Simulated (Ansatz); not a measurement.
```json
{"atom": "B", "x (Å)": "-1.6411", "y (Å)": "-0.8029", "z (Å)": "1.8424"}
{"atom": "B", "x (Å)": "-2.4465", "y (Å)": "0.1881", "z (Å)": "0.6793"}
{"atom": "F", "x (Å)": "-2.2735", "y (Å)": "-1.2818", "z (Å)": "2.8927"}
{"atom": "F", "x (Å)": "-0.3679", "y (Å)": "-1.1125", "z (Å)": "1.7174"}
{"atom": "F", "x (Å)": "-3.7228", "y (Å)": "0.4872", "z (Å)": "0.7975"}
{"atom": "F", "x (Å)": "-1.8112", "y (Å)": "0.6769", "z (Å)": "-0.3647"}
```

Geometry: PBE0-D3(BJ)/def2-SVP.

Method: Ansatz, isolated molecule in a Gaussian basis; Kohn-Sham density functional theory, functional PBE0.

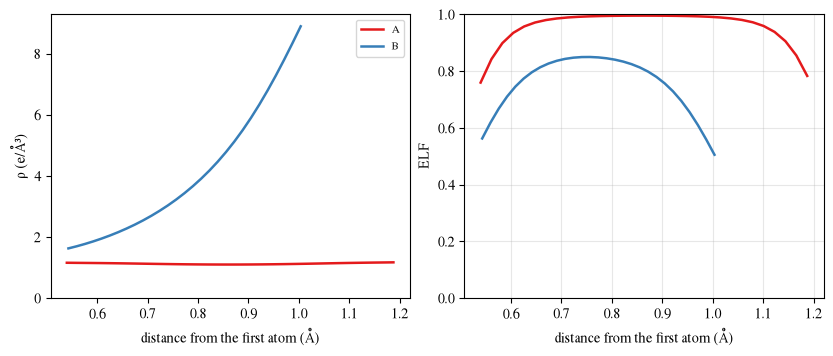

B₂F₄ (SMILES FB(F)B(F)F). Electron density and ELF along straight lines between neighbouring atoms. The curves leave out the atomic cores.

> Which curve belongs to which contact (B–B and B–F)? The first atom named is at distance zero.

Curve A: B–B (1.73 Å): ρ is about 1.1 e/Å³ halfway; the ELF peaks at about 1 between the atoms, as expected for a covalent bond. Curve B: B–F (1.32 Å): the density is about 2.3 e/Å³ at the midpoint; the ELF peaks at about 0.85 between the atoms, as expected for a polar covalent bond.
